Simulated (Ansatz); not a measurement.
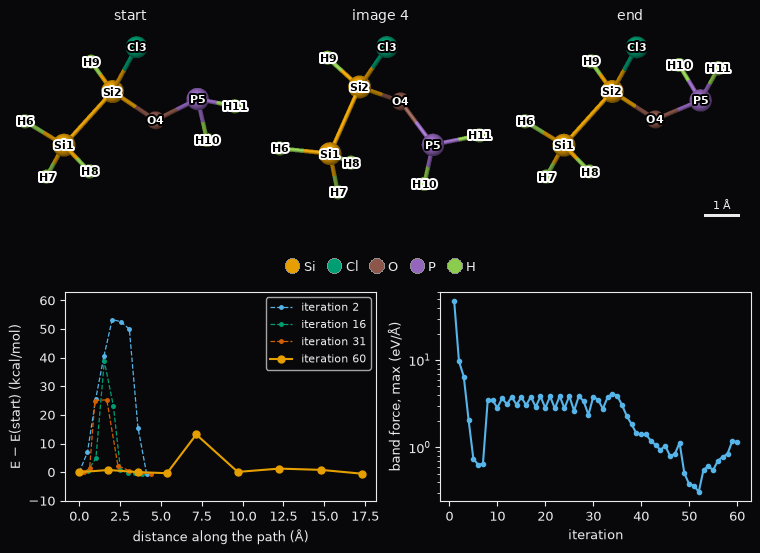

A search for the minimum-energy path of Si2PH6OCl by the nudged elastic band. Images are numbered from 0 (start) to 8 (end). The plot follows the band through its iterations. The picture is a ball-and-stick view, seen at a tilt.

Level of theory: Ansatz, RKS B3LYP-D4/6-31G*. Settings: 7 movable images; climbing image; force threshold 0.05 eV/Å; iteration limit 60; starting path through a guess of the saddle point.

Q: Did the band converge, and can the barrier be trusted?

A: The result isn't final. The band hadn't converged when the run stopped after 60 iterations. The largest component of the band force went from 47 to 1.2 eV/Å. The barrier read from it is provisional: over the last two iterations the highest image moved from 8.8 kcal/mol to 13.2 kcal/mol. The first iteration put the highest image at 244.4 kcal/mol. The energy climbs by 13.2 kcal/mol to image 4 and then falls by 13.7 kcal/mol, so the end point sits at −0.5 kcal/mol. The profile has 3 maxima (images 1, 4, 6) with a dip at image 5 (+0.1 kcal/mol), which on an unconverged band is provisional.

The run took 18 min on 2 threads of Intel(R) Xeon(R) Platinum 8488C (Sapphire Rapids), with other jobs on the host, peak memory 0.27 GiB.
